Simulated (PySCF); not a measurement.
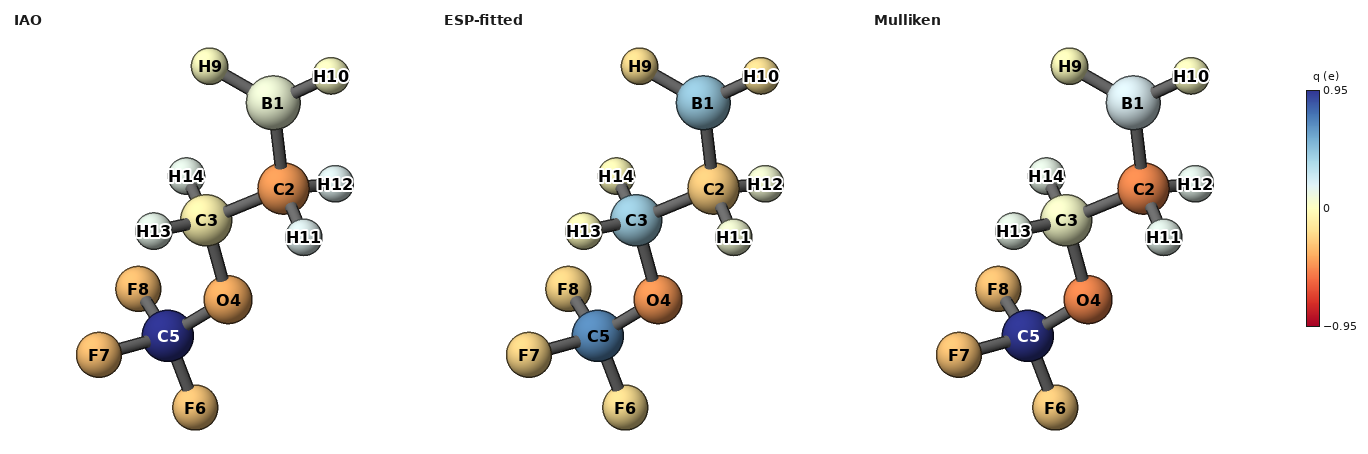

Atomic charges of one calculation by 3 schemes, on one colour scale. Computed geometry: GFN2-xTB optimisation. No frequency run is at hand to confirm it as a minimum. Computed with PBE0/pcSseg-1 (PySCF 2.14.0).

On which atom do the schemes disagree most?

Answer. On C3 (from −0.05 to 0.41 e).

List the charges (e), one line for each set of equivalent atoms.

```csv
atom,IAO,ESP-fitted,Mulliken
B1,0.08,0.44,0.19
C2,−0.42,−0.25,−0.47
C3,−0.05,0.41,0.04
O4,−0.36,−0.43,−0.48
C5,0.95,0.66,0.94
F6,−0.27,−0.17,−0.25
"F7, F8",−0.30,−0.21,−0.28
H9,0.01,−0.17,0.00
H10,0.02,−0.16,0.01
"H11, H12",0.18,0.07,0.15
"H13, H14",0.15,−0.02,0.14
```

The geometry is semi-empirical. Around B such bond lengths and angles can be off by a tenth of an ångström or more and by several degrees, and values that hang on the shape move with them.
